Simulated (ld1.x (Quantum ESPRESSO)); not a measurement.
| Item | Value |
| --- | --- |
| Element | S |
| Generator | ld1.x (Quantum ESPRESSO) 7.5 |
| Type | ultrasoft |
| Functional | PW91 |
| Relativity | scalar-relativistic |
| Frozen core | [Ne] |
| Valence charge | 6 |
| Reference configuration | 3s2 3p4 |
| Partial waves | 3s (bound): rcut 1.25, rcutus 1.45 bohr; 3s channel at -0.9 Ry: rcut 1.25, rcutus 1.45 bohr; 3p (bound): rcut 1.05, rcutus 1.35 bohr; 3p channel at 1.1 Ry: rcut 1.05, rcutus 1.35 bohr |
| Local potential | all-electron potential smoothed inside 1.20 bohr (lloc = -1) |
| Core correction | Bessel-smoothed model core inside 1.35 bohr |
| Augmentation charge | built from norm-conserving waves at rcut, not smoothed further |

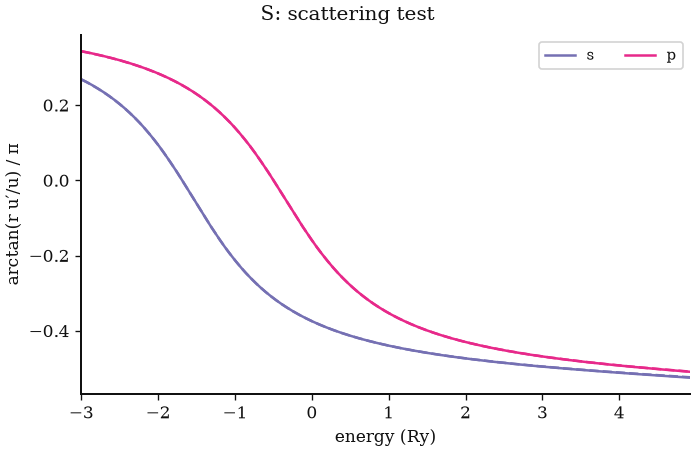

Unwrapped phase arctan(r u′/u) in units of π against energy, all-electron (solid) and pseudo (dashed); the pseudo phase is matched to the all-electron one at the reference energy. Here u = r R(r).

### Over which energies does the pseudo-atom scatter like the all-electron atom (phases within 0.05 rad)?

s: over the whole range drawn; p: over the whole range drawn.

### Is there a sign of a ghost state?

The plot shows none: the two phases stay within 0.01 rad of each other in all channels drawn. The separate test gives: no ghost state below the valence levels in the s, p, d, f channels.

### List the energies at which the logarithmic derivative diverges. (There the phase passes a half-integer multiple of π.)

s: all-electron at 3.2 Ry, pseudo at 3.3 Ry; p: all-electron at 4.4 Ry, pseudo at 4.4 Ry.
